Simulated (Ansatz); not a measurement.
**CH7GaO4: small, medium and large basis sets**

Aim: see how fast density functionals converge with the basis set for CH7GaO4.

Program: Ansatz 0.2.0, Gaussian basis. Level of theory: one geometry, several basis sets. These are calculated values, not measurements.

Levels to be run: PBE0-D4/def2-SVP; ωB97M-V/def2-SVP; PBE0-D4/def2-QZVPP; ωB97M-V/def2-QZVPP; the functionals' def2-TZVPP values are taken from earlier runs.

## Step 1: The relaxed structure

All runs share one geometry, relaxed beforehand with PBE0-D4 in a triple-zeta def2 set.

SMILES `C[OH+][Ga-]([OH])([OH])[OH]`, 13 atoms, charge 0, spin multiplicity 1.

Atoms are counted from 1 here; the program's logs count them from 0.

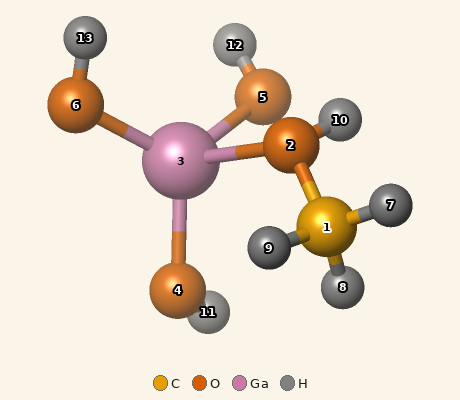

The geometry (carbon amber, oxygen orange, gallium pink, hydrogen grey); atoms are numbered from 1 in the order of the file.

## Step 2: PBE0-D4 in def2-SVP

in.yaml

```yaml
crystal:
  periodic: [false, false, false]
  atoms:
    - {symbol: C, position_ang: [1.015352, -1.611685, 0.491846]}
    - {symbol: O, position_ang: [1.007062, -0.234083, 0.105248]}
    - {symbol: Ga, position_ang: [-0.775804, 0.847292, -0.015348]}
    - {symbol: O, position_ang: [-1.966064, -0.491668, 0.088905]}
    - {symbol: O, position_ang: [-0.208073, 1.301649, -1.685271]}
    - {symbol: O, position_ang: [-0.754828, 1.996281, 1.355487]}
    - {symbol: H, position_ang: [2.013793, -2.026115, 0.346124]}
    - {symbol: H, position_ang: [0.270269, -2.177783, -0.067982]}
    - {symbol: H, position_ang: [0.760025, -1.640515, 1.548685]}
    - {symbol: H, position_ang: [1.280492, -0.123677, -0.816666]}
    - {symbol: H, position_ang: [-2.348917, -0.694478, -0.766371]}
    - {symbol: H, position_ang: [-0.270942, 2.230600, -1.908177]}
    - {symbol: H, position_ang: [-0.002066, 2.589381, 1.338419]}
basis:
  gaussian: {orbitals: def2-SVP}
hamiltonian: {xc: pbe0, dispersion: d4}
output: {orbitals: {seedname: orbitals}}
```

Command:

```
$ ansatz run in.yaml --threads 4 --pin off --events-out ev --progress --plain --max-ram 11315MiB
```

What it wrote:

```text
Functional definition: PBE0
  name "PBE0"
  cite "Adamo & Barone, J. Chem. Phys. 110, 6158 (1999) doi:10.1063/1.478522"
  cite "Perdew, Burke & Ernzerhof, Phys. Rev. Lett. 77, 3865 (1996) doi:10.1103/PhysRevLett.77.3865"
  parent pbe
  parameter a = 0.25
  parameter kappa = 0.804
  parameter beta = 0.06672455060314922
  exchange = (1 - a)*pbe_x(kappa = kappa, mu = beta*pi^2/3) + a*exact_x
  correlation = pbe_c(beta = beta)
1343 factors; integrals over basis functions are off by at most 1.3e-3 eV
mean field evaluation 1: about -61674.4823 eV, gradient 9.1e1 eV
mean field evaluation 2: about -61654.5756 eV, gradient 1.4e2 eV
mean field evaluation 4: about -61688.7368 eV, gradient 5.4e0 eV
mean field evaluation 8: about -61688.9998 eV, gradient 4.5e-1 eV
mean field evaluation 16: about -61688.9999 eV, gradient 2.8e-4 eV
mean field -61688.99991651 eV, -2267.0289326259 hartree, gradient 1.7e-5 eV, S^2 0.000000; 0 other end points of the search recorded, 0 dependent functions left out
reference -61688.99994986 eV, -2267.0289338514 hartree; 38, 38 occupied and 99, 99 virtual orbitals, 1343 factors
Total energy: -61689.22246633 eV, -2267.0371111810 hartree
```

Run time: 2.2 s. Hardware: 4 threads of Arm Neoverse V1, shared host; peak memory 0.58 GiB.

## Step 3: ωB97M-V in def2-SVP

Changes to in.yaml since step 2:

```diff
@@ -18,3 +18,3 @@
   gaussian: {orbitals: def2-SVP}
-hamiltonian: {xc: pbe0, dispersion: d4}
+hamiltonian: {xc: {name: wB97M-V}}
 output: {orbitals: {seedname: orbitals}}
```

Same command.

What it wrote (excerpt; [...] marks lines left out):

```text
Functional definition: wB97M-V
  name "wB97M-V"
  cite "Mardirossian & Head-Gordon, J. Chem. Phys. 144, 214110 (2016) doi:10.1063/1.4952647"
  cite "Becke, J. Chem. Phys. 107, 8554 (1997) doi:10.1063/1.475007"
  cite "Vydrov & Van Voorhis, J. Chem. Phys. 133, 244103 (2010) doi:10.1063/1.3521275"
  # Of w^i u^j: cxij and so on, Table III.
[...]
  gx(w, u) = 1 - cx + cx01*u + cx10*w
  gss(w, u) = css00 + css04*u^4 + css10*w + css20*w^2 + css43*w^4*u^3
  gos(w, u) = cos00 + cos10*w + (cos20 + cos21*u)*w^2 + (cos60 + cos61*u)*w^6
[...]
      + integral(e_c_pw_mod_opposite_spin*gos(b97_w_opposite, b97_u_opposite)) + vv10(b, c)
1343 factors; integrals over basis functions are off by at most 1.3e-3 eV
339 factors; integrals over basis functions are off by at most 6.8e-6 eV
[...]
mean field -61699.85535835 eV, -2267.4278627552 hartree, gradient 6.3e-5 eV, S^2 0.000000; 0 other end points of the search recorded, 0 dependent functions left out
reference -61699.85541050 eV, -2267.4278646719 hartree; 38, 38 occupied and 99, 99 virtual orbitals, 1343 factors
Total energy: -61699.85541050 eV, -2267.4278646719 hartree
```

Wall time 9 s (4 threads of Arm Neoverse V1, shared host); peak memory 0.58 GiB.

## Step 4: PBE0-D4 in def2-QZVPP

Changes to in.yaml since step 3:

```diff
@@ -17,4 +17,4 @@
 basis:
-  gaussian: {orbitals: def2-SVP}
-hamiltonian: {xc: {name: wB97M-V}}
+  gaussian: {orbitals: "def2-QZVPP.json"}
+hamiltonian: {xc: pbe0, dispersion: d4}
 output: {orbitals: {seedname: orbitals}}
```

Same command.

What it wrote:

```text
Functional definition: PBE0
  name "PBE0"
  cite "Adamo & Barone, J. Chem. Phys. 110, 6158 (1999) doi:10.1063/1.478522"
  cite "Perdew, Burke & Ernzerhof, Phys. Rev. Lett. 77, 3865 (1996) doi:10.1103/PhysRevLett.77.3865"
  parent pbe
  parameter a = 0.25
  parameter kappa = 0.804
  parameter beta = 0.06672455060314922
  exchange = (1 - a)*pbe_x(kappa = kappa, mu = beta*pi^2/3) + a*exact_x
  correlation = pbe_c(beta = beta)
1917 factors; their error is unknown
mean field evaluation 1: about -61690.7800 eV, gradient 1.1e2 eV
mean field evaluation 2: about -61657.2697 eV, gradient 1.7e2 eV
mean field evaluation 4: about -61708.8063 eV, gradient 8.5e0 eV
mean field evaluation 8: about -61708.9257 eV, gradient 3.1e-1 eV
mean field evaluation 16: about -61709.0768 eV, gradient 2.4e-4 eV
mean field -61709.07677214 eV, -2267.7667434614 hartree, gradient 4.2e-5 eV, S^2 0.000000; 0 other end points of the search recorded, 0 dependent functions left out
reference -61709.07681874 eV, -2267.7667451741 hartree; 38, 38 occupied and 546, 546 virtual orbitals, 1917 factors
Total energy: -61709.29933521 eV, -2267.7749225037 hartree
```

It took 19 s on 4 threads of Arm Neoverse V1, shared host; peak memory 2.8 GiB.

## Step 5: ωB97M-V in def2-QZVPP

Changes to in.yaml since step 4:

```diff
@@ -18,3 +18,3 @@
   gaussian: {orbitals: "def2-QZVPP.json"}
-hamiltonian: {xc: pbe0, dispersion: d4}
+hamiltonian: {xc: {name: wB97M-V}}
 output: {orbitals: {seedname: orbitals}}
```

Same command.

What it wrote (excerpt; [...] marks lines left out):

```text
Functional definition: wB97M-V
  name "wB97M-V"
  cite "Mardirossian & Head-Gordon, J. Chem. Phys. 144, 214110 (2016) doi:10.1063/1.4952647"
  cite "Becke, J. Chem. Phys. 107, 8554 (1997) doi:10.1063/1.475007"
  cite "Vydrov & Van Voorhis, J. Chem. Phys. 133, 244103 (2010) doi:10.1063/1.3521275"
  # Of w^i u^j: cxij and so on, Table III.
[...]
  gx(w, u) = 1 - cx + cx01*u + cx10*w
  gss(w, u) = css00 + css04*u^4 + css10*w + css20*w^2 + css43*w^4*u^3
  gos(w, u) = cos00 + cos10*w + (cos20 + cos21*u)*w^2 + (cos60 + cos61*u)*w^6
[...]
      + integral(e_c_pw_mod_opposite_spin*gos(b97_w_opposite, b97_u_opposite)) + vv10(b, c)
1912 factors; their error is unknown
458 factors; integrals over basis functions are off by at most 5.4e-6 eV
[...]
mean field -61720.14088362 eV, -2268.1733420589 hartree, gradient 2.2e-5 eV, S^2 0.000000; 0 other end points of the search recorded, 0 dependent functions left out
reference -61720.14095812 eV, -2268.1733447970 hartree; 38, 38 occupied and 546, 546 virtual orbitals, 1912 factors
Total energy: -61720.14095812 eV, -2268.1733447970 hartree
```

Run time: 41 s. Hardware: 4 threads of Arm Neoverse V1, shared host; peak memory 3 GiB.

## Step 6: Density functionals: the series

The def2-TZVPP values come from earlier runs at the same geometry.

```
functional       basis  functions  energy (eV)  from the largest (eV)  HOMO (eV)  LUMO (eV)
   PBE0-D4    def2-SVP        137  -61689.2225                 20.077      -7.79       0.29
   PBE0-D4  def2-TZVPP        301  -61707.5407                  1.759      -8.12      -0.16
   PBE0-D4  def2-QZVPP        584  -61709.2993                  0.000      -8.21      -0.43
   ωB97M-V    def2-SVP        137  -61699.8554                 20.286     -10.26       2.02
   ωB97M-V  def2-TZVPP        301  -61718.4452                  1.696     -10.62       1.44
   ωB97M-V  def2-QZVPP        584  -61720.1410                  0.000     -10.71       0.96
```

## Step 7: What came out

| quantity | value |
| --- | --- |
| PBE0-D4: double and triple zeta above quadruple | 20.08, 1.76 eV |
| ωB97M-V: double and triple zeta above quadruple | 20.29, 1.70 eV |

**Reading.** PBE0-D4 gains 18.32 eV from double to triple zeta, then 1.76 eV more. These are total energies; as a rule much of such shifts cancels in differences, which this series doesn't test. The LUMO of ωB97M-V is positive and keeps falling with the basis (2.02 to 0.96 eV): an unbound level that the basis holds in place.

For PBE0-D4 the largest set took about 9 times as long as the smallest (19 s against 2.2 s).
